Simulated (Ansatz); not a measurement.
Input

```
crystal:
  periodic: [false, false, false]
  atoms:
    - symbol: B
      position_ang: [-0.033856, -0.316828, -1.257730]
    - symbol: O
      position_ang: [-0.902995, -1.208571, -1.789787]
    - symbol: Si
      position_ang: [0.034980, -0.078149, 0.754708]
    - symbol: H
      position_ang: [1.408328, -0.368657, 1.246927]
    - symbol: H
      position_ang: [-0.259453, 1.338141, 1.101434]
    - symbol: H
      position_ang: [-0.918526, -0.947321, 1.487946]
    - symbol: H
      position_ang: [0.678557, 0.314401, -1.991441]
    - symbol: H
      position_ang: [-0.875496, -1.263837, -2.752505]
basis:
  gaussian:
    orbitals: def2-TZVPD
hamiltonian:
  xc: {name: PBE0}
output: {forces: true, orbitals: {seedname: orbitals}}
```

Launched as:

```sh
ansatz run input.yaml --threads 2 --pin off --max-ram 4350MiB --events-out events.jsonl --progress --plain --runs-dir runs
```

Geometry: B3LYP-D4/def2-TZVP.

All numbers below come from isolated molecule in a Gaussian basis; Kohn-Sham density functional theory, functional PBE0 (Ansatz).

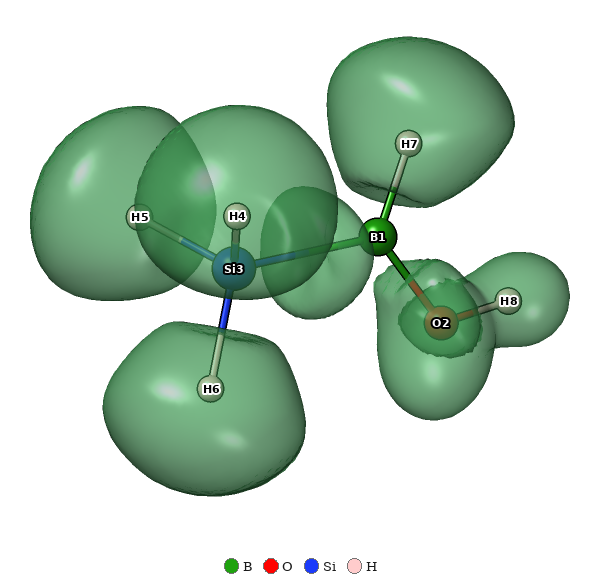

BH₅OSi (SMILES OB[SiH3]). Isosurface of the electron localisation function at 0.75 (green), seen at a tilt. Only the valence region is drawn (cores and ρ < 0.01 e/Å³ removed).

Question: Describe the localisation domains.

Answer: The surface consists of one region between bonded B–Si atoms (shared pairs), four regions around hydrogen nuclei and one joined region spread over several atoms (H, O), in which their bonds and any lone pairs are merged.

Values along the shortest contacts:
B–O (1.35 Å): the ELF peaks at about 0.90 between the atoms, as expected for a polar covalent bond. Si–B (2.03 Å): the ELF peaks at about 1 between the atoms; a covalent bond.
